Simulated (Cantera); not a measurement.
Input: 1 mol C₃H₆, 0.16 mol NH₃, 8.6 mol H₂, 3.3 mol H₂O, held at 133 Pa.

Cantera equilibrium calculation (NASA polynomials, part measured and part estimated; ideal gas, pure solids and liquids). Candidate condensed phases: C, C₆H₆, C₇H₈, C₈H₁₈, H₂O; 136 gas species. The numbers say what is thermodynamically allowed, not how fast it happens.

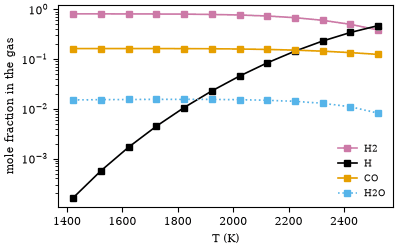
*Equilibrium gas composition (values under 1e-9 drawn at 1e-9)*

From 1423 K to 2523 K nothing is condensed. The main C-bearing gas is CO throughout.
